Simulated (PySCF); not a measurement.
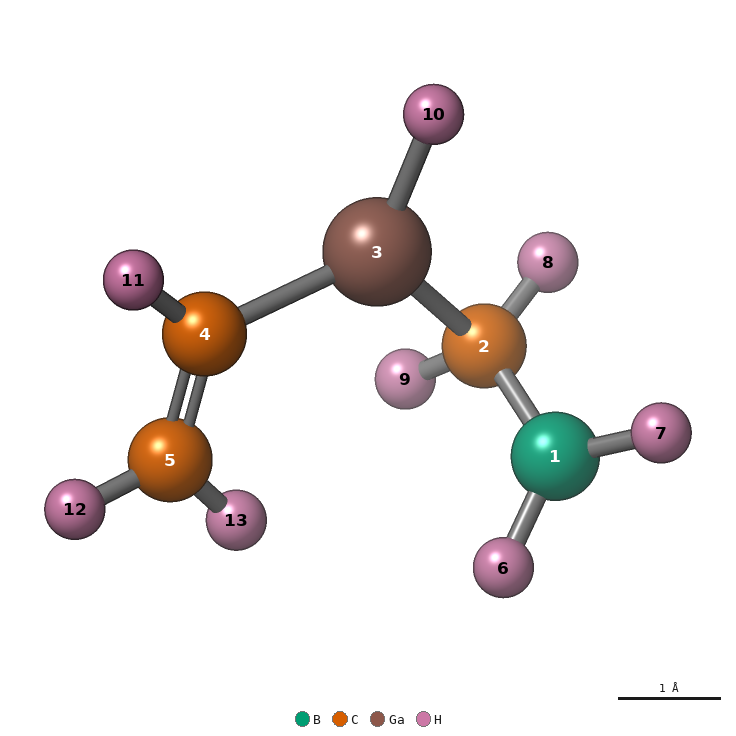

Orthographic view. Depth is shown by fading: the farther an atom, the more it takes the colour of the background. The computed structure is the end point of a PBE0-D3(BJ)/def2-SVP optimisation. No frequency run is at hand to confirm it as a minimum.

Give the geometry as a Z-matrix, atoms in numerical order, with these reference atoms: 2 to 1; 3 to 2, 1; 4 to 3, 2, 1; 5 to 4, 3, 2; 6 to 1, 2, 3; 7 to 1, 6, 2; 8 to 2, 1, 6; 9 to 2, 8, 1; 10 to 3, 4, 5; 11 to 4, 5, 3; 12 to 5, 4, 11; 13 to 5, 12, 4.

```
B  
C    1   1.518
Ga   2   2.015   1   100.7
C    3   1.948   2   117.4   1   -81.8
C    4   1.342   3   121.0   2    11.6
H    1   1.214   2   121.0   3    90.5
H    1   1.214   6   117.9   2   174.9
H    2   1.100   1   117.2   6  -159.9
H    2   1.101   8   113.0   1  -140.6
H    3   1.569   4   124.1   5  -171.5
H    4   1.098   5   117.8   3  -178.4
H    5   1.098   4   122.4  11    -0.1
H    5   1.097  12   115.6   4   179.5
```
